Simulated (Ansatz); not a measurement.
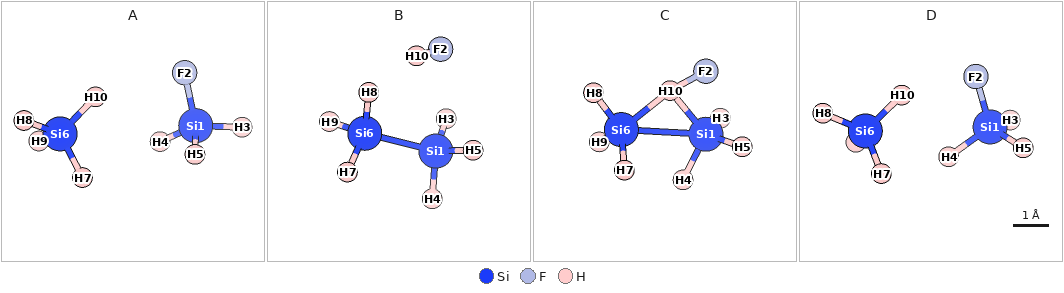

4 geometries from a converged minimum-energy path of Si₂H₇F, made up at the start of SiH$_{3}$F and SiH$_{4}$, shuffled. A ball-and-stick model, seen at a tilt.

The calculation used Ansatz 0.2.0, RKS PBE0/def2-SVP. Set-up: 7 movable images; climbing image; force threshold 0.05 eV/Å; iteration limit 60; starting path through a guess of the saddle point.

Which frame is the transition state?

C. In order along the path, whose images run from 0 to 8: A (image 0, 0.00 eV), D (image 2, +0.07 eV), C (image 4, +2.61 eV), B (image 7, +1.01 eV). Breaking: Si1–F2 (1.63 → 1.94 at the top → 3.11 Å), Si6–H10 (1.49 → 1.81 at the top → 2.74 Å). Forming: F2–H10 (2.80 → 1.19 at the top → 0.93 Å), Si1–Si6 (4.16 → 2.60 at the top → 2.35 Å).

Limits of the set-up: the start holds two separate molecules, 2.8 Å apart at their closest, whose relative position is a soft coordinate and is computed without a dispersion correction.

The run took 4.8 min on 2 threads of Arm Neoverse V1, on a shared host, peak memory 0.18 GiB.
